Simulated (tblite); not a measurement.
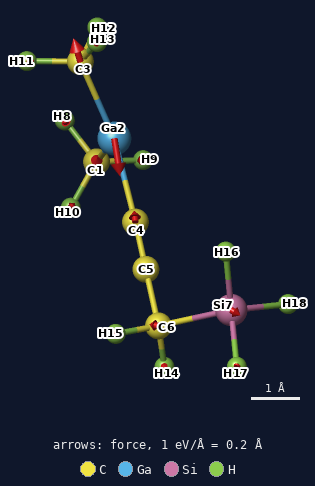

Starting geometry of C5H11GaSi with the computed forces as red arrows. The picture is a ball-and-stick view, seen from a free direction.

Theory: GFN2-xTB geometry optimisation, gas phase (tblite 0.8.0). 

**What follows when this structure is relaxed?**

It isn't relaxed: the largest force vector, on Ga2, is 4.09 eV/Å. The final displacements have little in common with the starting forces (cosine between the two patterns 0.22). The atom that moves furthest after the best rigid fit is H13 (0.46 Å). By element the largest moves are H 0.46 Å, Ga 0.35 Å, C 0.28 Å, Si 0.17 Å. Among the contacts that change: Ga2–C4 2.189 → 1.964 Å, Ga2–C3 1.883 → 2.037 Å, C6–Si7 1.874 → 1.914 Å, C1–Ga2 2.075 → 2.037 Å. Bond angles that change, for instance: Ga2–C1–H8 95.6° → 111.0°, Ga2–C3–H12 100.3° → 110.7°, Ga2–C3–H13 120.5° → 111.5°. The energy falls by 17.7 kcal/mol in 96 geometry steps.
